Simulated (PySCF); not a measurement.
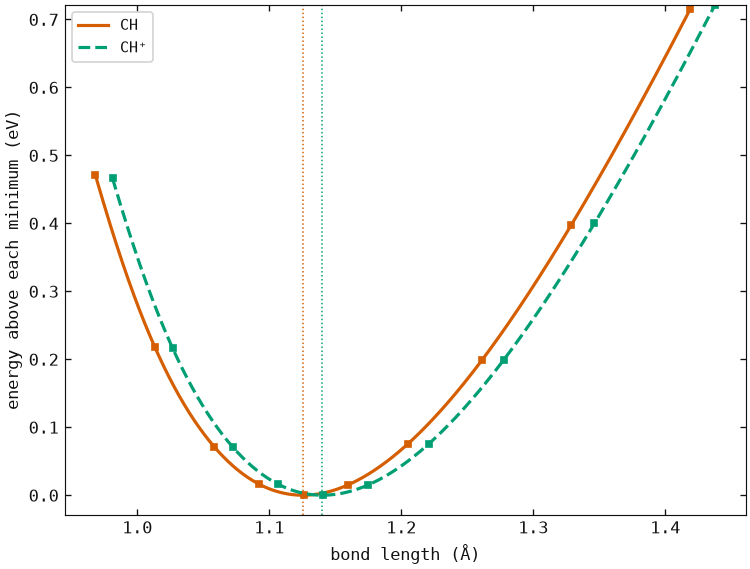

Bond curves of CH, doublet (excess alpha electrons: πy +1) and CH⁺, singlet, each counted from its own minimum; dotted lines mark the fitted bond lengths. PBE0/def2-TZVP with PySCF 2.14.0, on the lowest solution that a PBE0 search found for each, one reference determinant (UKS and UKS) with the occupation held, no spin-orbit coupling.

> What does removing an electron do to the bond?

re goes from 1.126 to 1.140 Å (+0.015 Å) and ωe from 2846 to 2808 cm⁻¹ (−1 %). The electron leaves a π orbital, which is nonbonding, since hydrogen has no valence orbital of that symmetry.

> And the dissociation energies?

De is 3.58 eV for CH and 4.11 eV for CH⁺, each to its own lowest fragments (H + C; H + C⁺) in their ground configurations, without counterpoise.

Limits of at least one run: lowest determinant of a PBE0 search, another state may lie lower.
